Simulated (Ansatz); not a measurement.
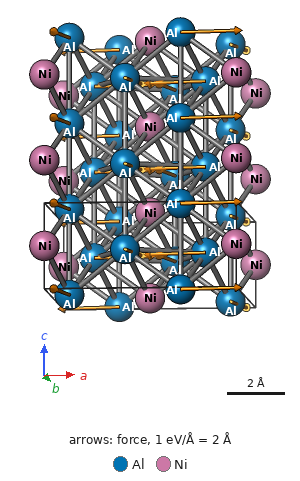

Starting geometry of crystalline Al$_{4}$Ni (a generated structure, set up in I4/m) (coarse preliminary run) with the computed forces as orange arrows. The picture is a ball-and-stick view of the conventional cell (2 times the calculation's cell), repeated 1 × 1 × 3 with one cell outlined, seen from a free direction. Lengths and directions refer to the drawn axes.

The calculation used Ansatz, DFT PBE, scalar-relativistic, plane waves, PAW.

Input
```yaml
crystal:
  lattice:
    - [-3.43542012, 3.43542012, 1.53636659]
    - [3.43542012, -3.43542012, 1.53636659]
    - [3.43542012, 3.43542012, -1.53636659]
  atoms:
    - { symbol: Al, position: [0.9, 0.7, 0.6] }
    - { symbol: Al, position: [0.1, 0.3, 0.4] }
    - { symbol: Al, position: [0.7, 0.1, 0.8] }
    - { symbol: Al, position: [0.3, 0.9, 0.2] }
    - { symbol: Ni, position: [0.5, 0.5, 0.0], spin: 2.0 }
basis:
  ecutwfc: 420
kpoints:
  mp_grid: { grid: [6, 6, 6] }
hamiltonian:
  xc: pbe
scf:
  occupations: { method: gaussian, width: 0.1 }
  lower_state_search: "off"
output:
  forces: true
  stress: true
  eigenvalues: true
  populations: true
magnetization:
  spin_polarized: true
relax:
  adjacent_minimum: "off"
  f_tol: 0.04
  max_steps: 70
  cell: { stress_tol: 0.4 }
```

Launched with:
```bash
ansatz run input.yaml --threads 1 --pin off --max-ram 2560MiB --backend cpu --events-out ev --progress --plain --runs-dir out
```

> Is this structure relaxed? If not, where do the atoms go?

It isn't relaxed: the largest force vector, on Al atoms, is 1.16 eV/Å. The final displacements follow the starting forces only in part (cosine between the two patterns 0.68). After 9 accepted moves (11 points after the start) the energy has fallen by 181 meV per atom. Largest force component: 1.1 eV/Å at the start, 0.0063 eV/Å at the end. Pressure: 2.24 GPa at the start and 0.19 GPa at the end. The SCF was repeated twice at an unchanged geometry on a basis and grid sized afresh for the cell, which shifted the energy by 3.3 meV per atom at most. The largest moves relative to the cell, 0.38 Å, are those of Al1, Al2, Al3 and Al4. Al1 goes along [2 −3 0]. Ni stays in place. The volume changes by +5.5 %, with a = b 6.871 → 7.592 Å (+10.5 %), c 3.073 → 2.655 Å (−13.6 %). Some distances before and after: Al1–Al2 2.661 → 3.221 Å, Al1–Al1 3.073 → 2.655 Å, Ni5–Ni5 3.073 → 2.655 Å, Al1–Al3 2.661 → 2.845 Å. Bond angles that change, for instance: Al2–Al3–Ni5 70.5° → 89.5°, Al1–Al3–Ni5 180.0° → 163.3°, Al1–Al3–Al1 70.5° → 55.6°. The space group stays I4/m (No. 87). The program noted that the starting moments weren't kept. The run took 93 s on 1 thread of Arm Neoverse V2, on a shared host, peak memory 0.43 GiB.
